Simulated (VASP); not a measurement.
Band structure of EuO (rock salt). Computed with PBE GGA, VASP's PBE PAW potentials (set 64) (plane waves; VASP).

The 4f electrons are frozen in the core of the lanthanide potential, so 4f levels, which can set the real gap, and their magnetism are missing.

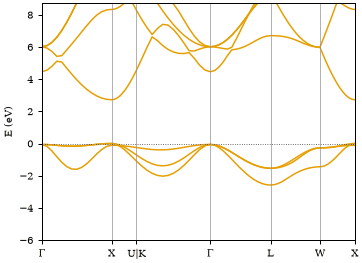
Figure. Bands along high-symmetry lines, zero at the valence-band maximum or, without a gap, the Fermi level

Read the plot: is there a gap, and where are the band edges?

The gap is direct, 2.72 eV, from the valence maximum at X to the conduction minimum at X. (Edges off the drawn lines would not show.)

The compound is EuO in the rock salt structure. It was relaxed first, which changed the volume by -9 %.
